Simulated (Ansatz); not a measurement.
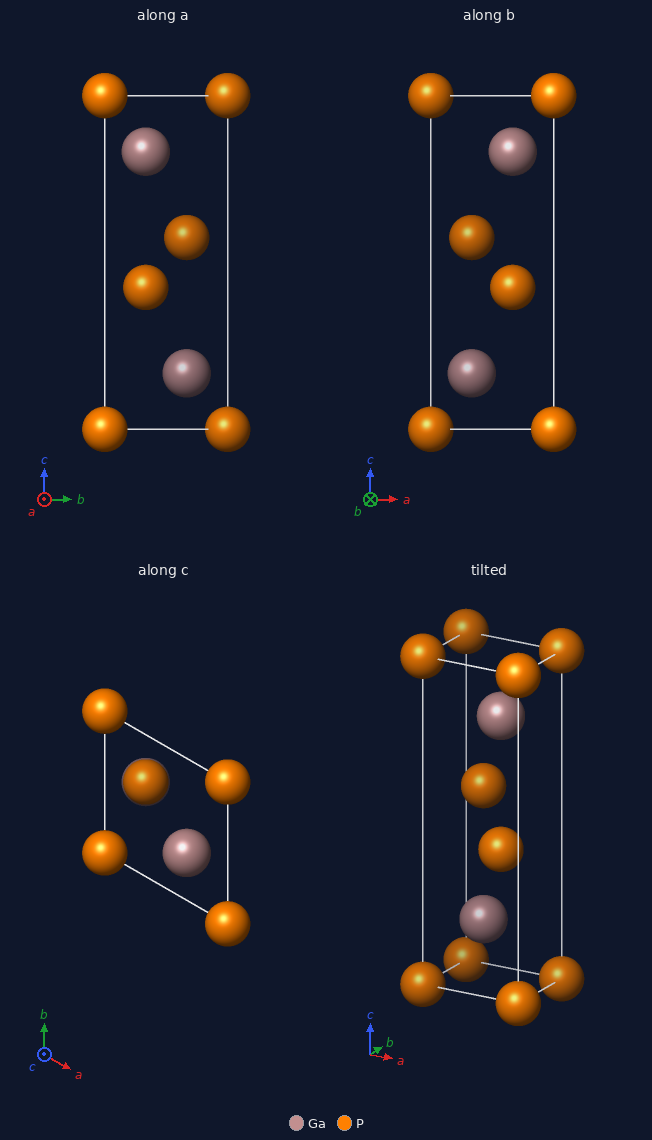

View along the a axis, along the b axis, along the c axis and slightly off an axis, drawn as a spheres-only model. One conventional unit cell is framed, with atoms on its boundary repeated.

Lattice parameters: a = 3.561 Å, b = 3.561 Å, c = 8.374 Å, α = 90.00°, β = 90.00°, γ = 120.00°. Put a along x and b in the xy plane.

**Give the structure in the form of a POSCAR file, with free fractional coordinates to two decimals.**

```
Ga P
1.0
     3.561    0.000    0.000
    -1.780    3.084    0.000
     0.000    0.000    8.374
Ga P
2 3
Direct
  0.3333 0.6667 0.17
  0.6667 0.3333 0.83
  0.00 0.00 0.00
  0.3333 0.6667 0.57
  0.6667 0.3333 0.43
```

The structure was taken from a textbook structure type filled with these elements (whether it is the usual form wasn't checked). Relaxation method: DFT PBE, scalar-relativistic, plane waves, PAW in Ansatz.
